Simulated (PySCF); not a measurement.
C6H9NOSi (SMILES CO[SiH2]c1cccnc1)

```csv
atom,x (Å),y (Å),z (Å)
C,-3.2937,0.2220,0.4940
O,-1.9333,0.1501,0.2004
Si,-1.2351,-0.3810,-1.1627
C,0.5911,-0.1650,-0.7932
C,1.0842,0.4093,0.3741
C,2.4520,0.5367,0.5519
C,3.2884,0.0775,-0.4532
N,2.8414,-0.4710,-1.5714
C,1.5354,-0.5818,-1.7267
H,-3.4010,0.5904,1.5151
H,-3.7616,-0.7617,0.4132
H,-3.8018,0.9051,-0.1905
H,-1.6393,0.4194,-2.3263
H,-1.5721,-1.7860,-1.4249
H,0.3955,0.7491,1.1337
H,2.8608,0.9812,1.4470
H,4.3655,0.1468,-0.3654
H,1.2149,-1.0348,-2.6562
```

Geometry: GFN2-xTB.

The calculation used PBE0/pcSseg-1, SCF density, gas phase, non-relativistic (PySCF 2.14.0).

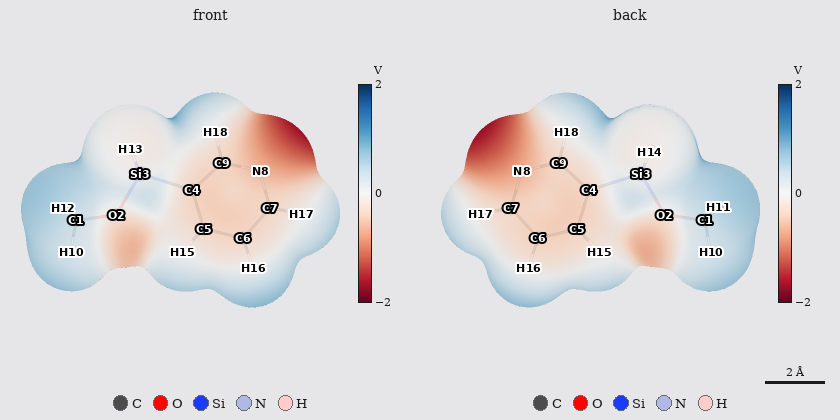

Figure 1. The molecular electrostatic potential painted on the density surface at 0.001 e/bohr³, seen from the front and from behind; red is negative and blue positive.

Question: Which sites attract a positive test charge, and which a negative one?

Answer: A positive charge is drawn to the negative regions and a negative charge to the positive ones. The most negative region (about −1.6 V) lies over N8, the most positive (about +1.0 V) over Si3. N8 is the likeliest acceptor of a hydrogen bond.

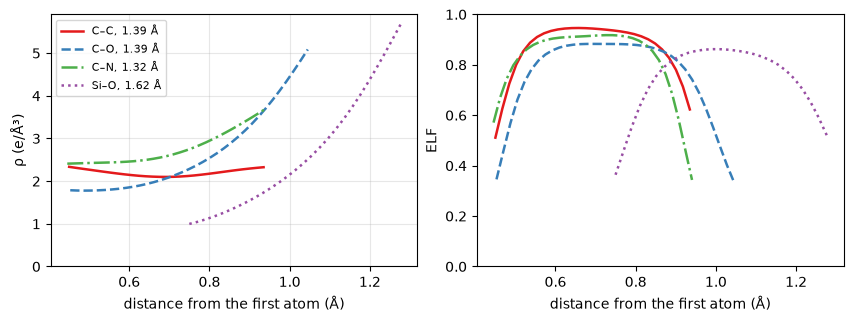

Figure 2. Total electron density and electron localisation function along straight lines between neighbouring atoms. The curves leave out the atomic cores.

Question: What kind of bonding do the profiles show?

Answer: C–C (1.39 Å): ρ is about 2.1 e/Å³ halfway; the ELF peaks at about 0.95 between the atoms (a covalent bond).
C–O (1.39 Å): ρ is about 2.1 e/Å³ halfway, with its minimum of 1.8 e/Å³ about 0.5 Å from C; the ELF peaks at about 0.90 between the atoms: a polar covalent bond.
C–N (1.32 Å): ρ at the midpoint is about 2.5 e/Å³; the ELF peaks at about 0.90 between the atoms (a covalent bond).
Si–O (1.62 Å): ρ at the midpoint is about 1.2 e/Å³; the ELF peaks at about 0.85 between the atoms, as expected for a short, strongly polar bond.
